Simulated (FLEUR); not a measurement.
Band structure of YAl3 (Pm-3m, 4 atoms in the cell).

```xyz
4
Lattice="4.2044 0.0000 0.0000 0.0000 4.2044 0.0000 0.0000 0.0000 4.2044" Properties=species:S:1:pos:R:3 pbc="T T T"
Y      0.0000     0.0000     0.0000
Al     0.0000     2.1022     2.1022
Al     2.1022     0.0000     2.1022
Al     2.1022     2.1022     0.0000
```

Method: FLEUR with LDA (Vosko-Wilk-Nusair), all-electron FLAPW (FLEUR), scalar-relativistic valence.

Settings: Kmax = 3.9 1/bohr; GmaxXC = 13.7 1/bohr; xcFunctional = vwn; jspins = 1; l_soc = F; mode = hist; fermiSmearingEnergy = 0.00367493 Htr; mesh (inpgen div1-3) = 6 6 6; inpgen gamma flag = true; Gmax = 13.7 1/bohr; numbands = 0; maxIterBroyd = 15; imix = Anderson; alpha = 0.05.

The starting cell comes from a database of computed structures (which also holds hypothetical and non-ambient phases and stackings), without a prior relaxation at this level. Its lattice was rescaled by a random factor within 2.5 % of one. Values depend on the basis (sphere radii, cutoffs, local orbitals), which need not be converged.

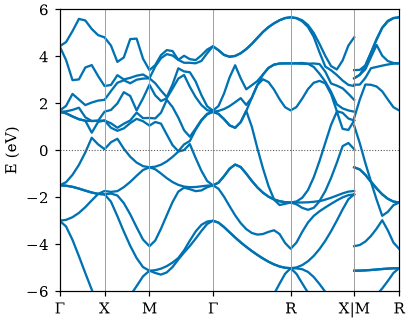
Fig. 1. Bands along the path, energies from the Fermi level.

Levels in eV from the Fermi level, bands 7 to 14:
```json
[
 {"point": "Γ", "7": "-3.00", "8": "-1.49", "9": "-1.49", "10": "-1.49", "11": "1.64", "12": "1.64", "13": "1.64", "14": "1.69"},
 {"point": "X", "7": "-1.88", "8": "-1.88", "9": "-1.73", "10": "0.05", "11": "1.27", "12": "1.27", "13": "1.65", "14": "2.15"},
 {"point": "M", "7": "-5.13", "8": "-4.09", "9": "-0.73", "10": "-0.73", "11": "1.05", "12": "1.38", "13": "2.79", "14": "3.07"},
 {"point": "R", "7": "-5.02", "8": "-4.20", "9": "-2.23", "10": "-2.23", "11": "-2.23", "12": "1.70", "13": "3.70", "14": "3.70"}
]
```
